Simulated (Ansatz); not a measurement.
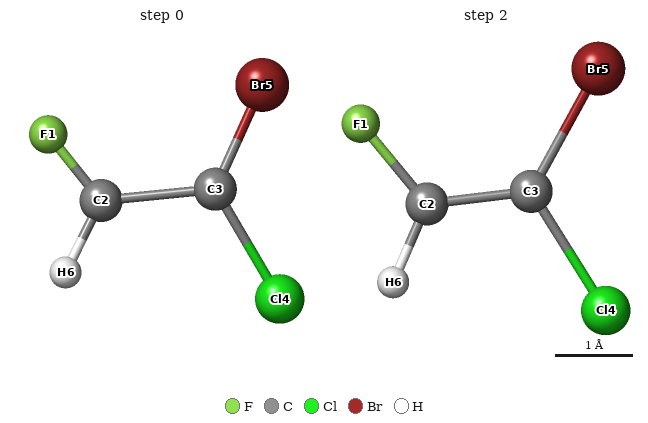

The structure of C$_{2}$HBrClF before (left) and after (right) a relaxation, at one scale.

A ball-and-stick model, seen face on.

The calculation used RKS BLYP-d4/STO-3G (Ansatz).

Input file:
```yaml
crystal:
  periodic: [false, false, false]
  atoms:
    - {symbol: F, position_ang: [-1.004109, 1.131115, 0.725127]}
    - {symbol: C, position_ang: [-0.551164, 0.140515, 0.527972]}
    - {symbol: C, position_ang: [0.508017, -0.071152, -0.527946]}
    - {symbol: Cl, position_ang: [0.902805, -1.695331, -0.750565]}
    - {symbol: Br, position_ang: [0.740362, 0.995729, -1.552026]}
    - {symbol: H, position_ang: [-0.729318, -0.580834, 1.271567]}
basis:
  gaussian: {orbitals: STO-3G, fitting: {mean_field: cc-pVTZ-jkfit}}
hamiltonian: {xc: {name: BLYP}, dispersion: d4}
relax: {f_tol: 0.001, max_steps: 3}
```

Launched with:
```bash
ansatz run in.yaml --threads 4 --pin off --events-out ev --progress --plain --max-ram 10444MiB
```

### What changed between the two?

The relaxation stopped without meeting its thresholds, so the last structure isn't shown to be converged. The input was poor on purpose: steps. Br5 moves most after the best rigid fit: 0.27 Å. By element the largest moves are Br 0.27 Å, F 0.21 Å, Cl 0.16 Å, C 0.16 Å, H 0.14 Å. Some distances before and after: Cl4–Br5 2.813 → 3.167 Å, C3–Br5 1.497 → 1.830 Å, F1–C2 1.107 → 1.362 Å, C3–Cl4 1.686 → 1.840 Å. Among the angles between lasting bonds that change: C2–C3–Br5 119.2° → 125.6°, Cl4–C3–Br5 124.0° → 119.3°, F1–C2–H6 114.8° → 116.9°. Over 2 geometry steps the energy falls by 701.0 kJ/mol. The largest force component goes from 26 to 1.2 eV/Å. The run took 0.65 s on 4 threads of Intel Xeon 6975P-C, with other jobs on the host.

Limits of the set-up: STO-3G is a minimal basis, so the numbers are rough.
